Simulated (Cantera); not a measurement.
Feed: 1 mol CuF2, 0.099 mol H2O, a varied amount of H2, equilibrated at 625 K and 1.00 Torr.

These are equilibrium values from Cantera (NASA tables, ideal gas, pure condensed phases), not measurements of a reactor. Candidate condensed phases: Cu, CuF2, CuO, Cu(OH)2, Cu2O, H2O; 27 gas species. Kinetics and transport are ignored.

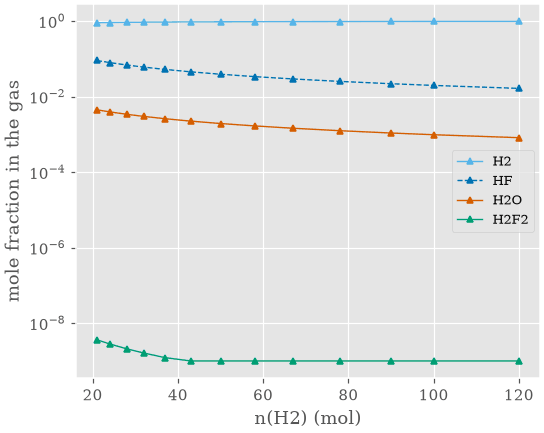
Figure: Equilibrium gas composition (values under 1e-9 drawn at 1e-9)

From 21 mol H2 to 120 mol H2 the condensed part is Cu(s).
